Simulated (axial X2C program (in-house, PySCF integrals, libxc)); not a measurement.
**ScCl: relativistic diatomic calculation**

ScCl, single determinant with Ω = 1. Computed at this level: PBE0, two-component X2C with atomic mean-field Coulomb and Gaunt terms, Sc dyall-cv3z, Cl dyall-av3z (cores contracted) (axial X2C program (in-house, PySCF integrals, libxc)).

## Input file
```
{"zs": [21, 17], "q": 0, "bas": ["dyall-cv3z", "dyall-av3z"], "levels": ["PBE0", "HF", "TPSSh"], "cc": true, "r0": 2.47, "thr": -1.0, "nmax": 90, "npts": 10, "nst": 2, "ntry": 6}
```

The line is the task of a batch: nuclear charges, charge, bases, the levels to run, a first guess of the distance and further settings. This report covers PBE0 with spin-orbit coupling. The log is that of the reference distance 2.317 Å, started from orbitals converged before.

The run was one of a batch that the task file lists, launched with:
```bash
python <driver script> task.json out
```

## Output
```
two-component X2C + atomic mean field  PBE0
basis functions 193  fitting functions 994  grid points 5080
iter        total energy     max residual
   1      -1225.378959098     5.07e-05
   2      -1225.378959102     2.56e-05
   3      -1225.378959109     4.21e-06
converged
one-electron -1846.66237005  Coulomb 607.38899033  exact exchange -16.52532490  xc functional -50.87655869  nuclear repulsion 81.53485727  atomic mean-field constant -0.23855307
```

## The points of the curve

| R (Å) | E (hartree) | dipole (D; origin at the first atom, positive when the second is positive) | highest filled (eV) | lowest empty (eV) |
| --- | --- | --- | --- | --- |
| 2.016 | −1225.350850 | −2.63 | −3.88 | −1.73 |
| 2.108 | −1225.367471 | −2.97 | −4.13 | −1.82 |
| 2.178 | −1225.374513 | −3.26 | −4.32 | −1.89 |
| 2.248 | −1225.378069 | −3.57 | −4.49 | −1.97 |
| 2.317 | −1225.378959 | −3.90 | −4.66 | −2.04 |
| 2.398 | −1225.377472 | −4.31 | −4.85 | −2.14 |
| 2.479 | −1225.374017 | −4.73 | −5.04 | −2.23 |
| 2.583 | −1225.367617 | −5.30 | −5.21 | −2.35 |
| 2.711 | −1225.358013 | −6.01 | −5.36 | −2.51 |
| 2.896 | −1225.342539 | −7.08 | −5.57 | −2.73 |

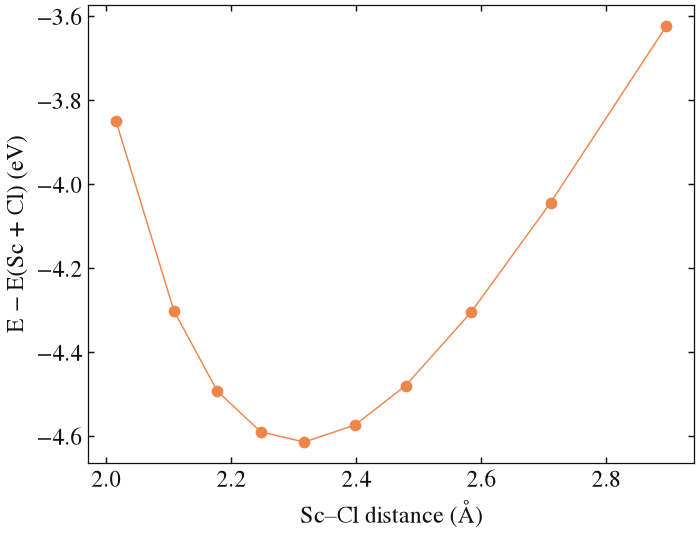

Fig. 1: Energy at 10 bond lengths, for one set of occupations held fixed; the line joins the points. A polynomial of degree 6 through 9 points gives rₑ = 2.310 Å, ωₑ = 402.0 cm⁻¹, ωₑxₑ = 1.4 cm⁻¹ and Bₑ = 0.1607 cm⁻¹. The minimum lies 4.61 eV below Sc + Cl, each computed as one determinant at the same level.

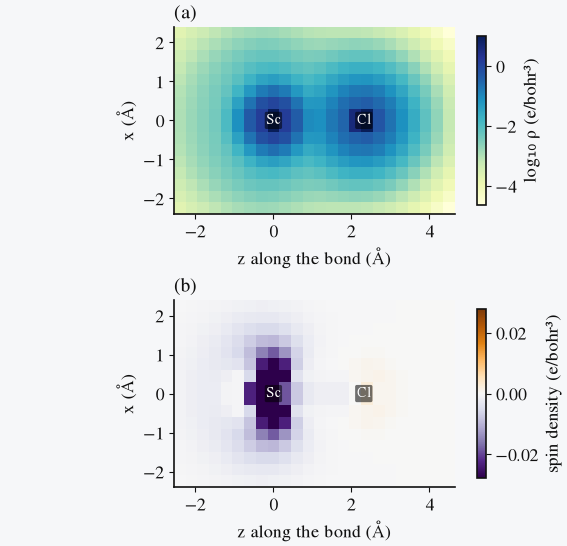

Fig. 2: (a) electron density on a logarithmic scale; (b) spin density, in a plane that holds the axis, at 2.32 Å, on points 0.3 Å apart (one half computed, the other mirrored); the structure near the nuclei is finer than these points.

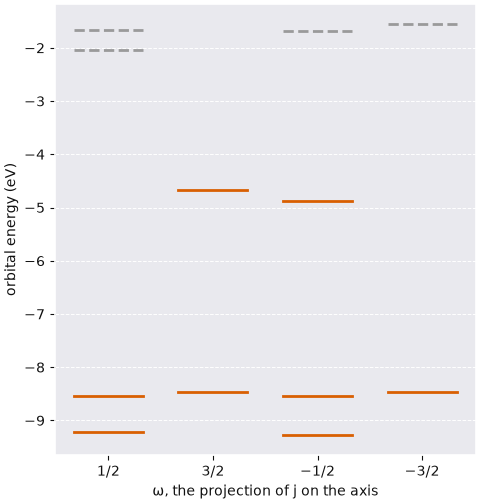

Fig. 3: Orbital energies near the frontier at 2.32 Å, filled (solid) and empty (dashed). The highest filled spinor (3/2; 99 % Sc d) lies at −4.66 eV, the lowest empty one (1/2; 70 % Sc s, 14 % Sc p) at −2.04 eV.

## Key numbers

```tsv
quantity	value
outcome	converged
bond length rₑ	2.310 Å
ωₑ	402.0 cm⁻¹
energy at the minimum	−1225.37897 hartree
depth below the fragments	4.61 eV
hardware	1 thread of Arm Neoverse V2, 24 GiB of memory available, shared host
wall time	13 s
peak memory	0.66 GiB
```
